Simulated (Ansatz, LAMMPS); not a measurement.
# Elastic response of glassy 81SiO2-7Na2O-7CaO-4ZnO (mol %) (78 atoms), part 4 of 4

Aim: relax glassy 81SiO2-7Na2O-7CaO-4ZnO (mol %) (78 atoms), then change its volume and shape to read moduli from the stress.

Ansatz 0.2.0; Kohn-Sham DFT, PBEsol, PAW (set soft_2), plane waves.

The cell: 22 Si, 4 Na, 2 Ca, 1 Zn and 49 O. The quench rate of 300 K/ps is orders of magnitude faster than experiment. The network of bonds at the start is that of the classical potential that made the cell. Sampling is at Γ alone.

So far. Step 11 (Compressed by 1 % along x): The relaxation converged after 6 steps, 0.0616 eV below its start, with a largest force component of 0.031 eV/Å. Step 11 (Compressed by 1 % along x): Compressed by 1 % along x: the energy stands 0.0371 eV above that of the reference, at a pressure of 0.632 GPa.

## Step 12: Sheared by 2 % in xy

A shear of the relaxed cell gives the modulus that volume changes can't reach.

The input, input.yaml:

```yaml
crystal:
  lattice:
    - [10.17957, -0.13544, 0.31553]
    - [-0.13669, 10.05467, 0.14509]
    - [0.31698, 0.14825, 9.80297]
  atoms:
    [... the 78 atom lines of step 4 ...]
kpoints:
  mp_grid: { grid: [1, 1, 1] }
hamiltonian:
  xc: pbesol
scf:
  occupations: { method: fixed }
output:
  forces: true
  eigenvalues: true
  stress: true
relax:
  f_tol: 0.05
  max_steps: 70
```

Launch:

```
> ansatz run input.yaml --threads 4 --pin off --max-ram 8192MiB --backend cpu --events-out ev --progress --plain --runs-dir out
```

Numbers of over 12 decimals in the logs are rounded to 6 here.

Output:

```text
[...]
Crystal: 78 atoms, lattice volume = 1001.937 Å³
Basis set: ecut = 420 eV, 19563 PW (Γ), exchange–correlation on 144×144×144 points (8 copies of the dense FFT grid, shifted against one another)
Bands: 303, of which v1, the nominal top of the filled ones, is band 225 counted from 1 (224 counted from 0)
Symmetry: 1 space group operations
[...]
k-points: 1
[...]
SCF iter   1: F=—  HF=-54010.304225 eV  |F-HF|=—  |Δ(HF+E_count)|=         —  Δρ=1.19e-2  dr2=1.10e0  ethr=1.77e-3  ⟨swp⟩=5.0  Hψ=1197  notcnv=0  defer=76
[...]
SCF iter   6: F=—  HF=-54009.992352 eV  |F-HF|=—  |Δ(HF+E_count)|=   1.02e-4  Δρ=5.59e-5  dr2=2.88e-5  ethr=4.20e-8  ⟨swp⟩=2.0  Hψ=447  notcnv=0  defer=76
SCF iter   7: F=-54009.992361 eV  HF=-54009.992360 eV  |F-HF|=1.62e-6  |Δ(HF+E_count)|=   8.23e-6  Δρ=1.95e-5  dr2=3.78e-6  ethr=6.40e-9  ⟨swp⟩=18.0  Hψ=2070  notcnv=0
SCF 1 converged in 7 iterations: F = -54009.992361 eV  dr2 = 3.78e-6
[...]
relax step   1: F+E_penalty+E_count = -54009.99236143 eV  Δ(F+E_penalty+E_count) = +0.000e0 eV  max|allowed force component| = 5.590e-1 eV/Å  Δτ_max = 0.0000 Å  (7 SCF iters, dr2 threshold 6.25e-5 eV, accepted)
[...]
relax step   2: F+E_penalty+E_count = -54010.04608267 eV  Δ(F+E_penalty+E_count) = -5.372e-2 eV  max|allowed force component| = 3.526e-1 eV/Å  Δτ_max = 0.0168 Å  (5 SCF iters, dr2 threshold 1.95e-5 eV, accepted)
[...]
relax step   3: F+E_penalty+E_count = -54010.07932090 eV  Δ(F+E_penalty+E_count) = -3.324e-2 eV  max|allowed force component| = 6.488e-2 eV/Å  Δτ_max = 0.0240 Å  (6 SCF iters, dr2 threshold 7.77e-6 eV, accepted)
relax step   4: F+E_penalty+E_count = -54010.08142298 eV  Δ(F+E_penalty+E_count) = -2.102e-3 eV  max|allowed force component| = 5.338e-2 eV/Å  Δτ_max = 0.0044 Å  (6 SCF iters, accepted)
relax step   5: F+E_penalty+E_count = -54010.08261571 eV  Δ(F+E_penalty+E_count) = -1.193e-3 eV  max|allowed force component| = 5.384e-2 eV/Å  Δτ_max = 0.0264 Å  (8 SCF iters, accepted)
[...]
relax step   6: F+E_penalty+E_count = -54010.08451240 eV  Δ(F+E_penalty+E_count) = -1.897e-3 eV  max|allowed force component| = 3.177e-2 eV/Å  Δτ_max = 0.0145 Å  (7 SCF iters, accepted)
SCF converged after 7 iterations
Free energy (F): -54010.084512 eV
[...]
Internal energy: -54010.084512 eV  (E = F + TS)
E sigma→0 (E₀):  -54010.084512 eV
Fermi energy:    4.643675 eV
[...]
Σ components = -54010.084512   (vs F -54010.084512, Δ=0.00e0)
--- Forces (eV/Å), atoms counted from 1 ---
  atom   1  Si    -0.01022799     0.01092785    -0.00457804
  atom   2  Si     0.00113096     0.03117192    -0.00330673
  atom   3  Si    -0.00849417    -0.00574122    -0.00471460
  atom   4  Si    -0.00561035     0.01457413     0.00530424
[...]
atom  78  O      0.00120672     0.00882126     0.00956167
  max |Σ_I F_I| component: 1.20e-4 eV/Å
--- Stress (GPa, compression-positive) ---
       -0.058876      -0.876641       0.021949
       -0.876641      -0.060339      -0.049639
        0.021948      -0.049638       0.096333
  P = ⅓ Tr σ = -0.0076 GPa (-0.076 kbar)
--- Band table (eV) ---
[...]
--- Relaxed structure (6 steps of the walk, 6 accepted, 0 SCFs on fresh bases) ---
  F+E_penalty+E_count = -54010.08451240 eV   max|allowed force component| = 3.177e-2 eV/Å
  atoms:
    - { symbol: Si, position: [0.440931, 0.411991, 0.270382] }
    - { symbol: Si, position: [0.434642, 0.777548, 0.870659] }
    - { symbol: Si, position: [0.411925, 0.112965, 0.265389] }
    - { symbol: Si, position: [0.416544, 0.064980, 0.959288] }
[...]
- { symbol: O, position: [0.722508, 0.603624, 0.035636] }
```

Run time: 32 s. Hardware: 4 threads of Intel Xeon Platinum 8488C (Sapphire Rapids), shared host; peak memory 1.4 GiB.

The relaxation converged after 6 steps, 0.0922 eV below its start, with a largest force component of 0.032 eV/Å.

Sheared by 2 % in xy: the energy stands 0.0613 eV above that of the reference, at a pressure of -0.00763 GPa.

## Step 13: Pressure against volume

Atoms are relaxed at each volume, in the scaled cell.

| volume change (%) | volume (Å³/atom) | energy change (meV/atom) | pressure (GPa) | largest move on relaxing (Å) | bonds | gap (eV) |
| --- | --- | --- | --- | --- | --- | --- |
| -10 | 11.562 | 26.75 | 7.08 | 0.41 | 128 | 3.62 |
| -6 | 12.076 | 9.18 | 3.97 | 0.25 | 127 | 3.44 |
| -3 | 12.461 | 2.22 | 1.86 | 0.12 | 126 | 3.32 |
| +0 | 12.847 | 0.00 | -0.01 | - | 125 | 3.20 |
| +3 | 13.232 | 2.23 | -1.70 | 0.09 | 124 | 3.11 |
| +6 | 13.617 | 7.94 | -3.18 | 0.24 | 123 | 3.02 |

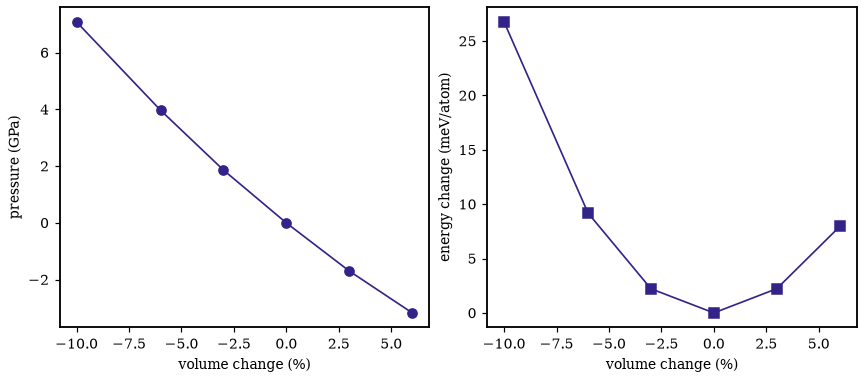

Pressure and energy against volume.

## Step 14: Uniaxial strain and shear

Stress (GPa, compression positive) less that of the relaxed cell, atoms relaxed:

| strain | xx | yy | zz | xy | energy change (meV/atom) |
| --- | --- | --- | --- | --- | --- |
| stretched by 1 % along x | -1.237 | -0.359 | -0.316 | -0.026 | 0.52 |
| compressed by 1 % along x | 1.222 | 0.363 | 0.324 | 0.023 | 0.48 |
| sheared by 2 % in xy | -0.072 | -0.055 | 0.119 | -0.862 | 0.79 |

## Step 15: Findings

The bulk modulus, from the slope of pressure against ln V over the three points nearest the relaxed volume, is 59.3 GPa; a quadratic over all points gives a pressure derivative of about 2.6. The count of bonds runs from 123 to 128 over the series, so at some points contacts cross the cutoffs. The gap goes from 3.62 eV at the smallest volume to 3.02 eV at the largest, -3.7 eV per unit of ln V by a straight line, on the run's k-points. In the Cartesian axes of the cell, finite differences give C11 = 123, C12 = 36.1, C13 = 32.0 and C66 = 43.1 GPa (the shear of 2 % is the engineering strain, εxy = 0.01). The mean of C11, C12 and C13, which equals the bulk modulus in a cubic or isotropic solid, is 63.7 GPa: it agrees with the bulk modulus within 10 %. For an isotropic solid C66 would equal (C11 − C12)/2 = 43.4 GPa; so small a sample needn't be isotropic, and C66 rests on one shear. With the bulk modulus and C66 as K and G, Young's modulus would be about 104 GPa and Poisson's ratio 0.21.

Caveats: Strains are finite and relaxations stop at the force tolerance of the input, which can leave moduli too stiff; they are those of a static cell at zero temperature. Volumes are changed with the cell's shape held, so in an anisotropic solid the modulus lies over the one under free hydrostatic load. The program notes that the SCF threshold of the relaxations is loose for the stress.

The DFT runs together took 10 min of wall time.

[Logs are printed without paths, hosts, clocks, repeated set-up lines and the standing remarks that a program may print on its own settings, such as how far it seeks lower states.]

[Hosts, paths, dates, database ids (printed as entryN), source tags and the programs' standing remarks are cut or masked in the printed files.]
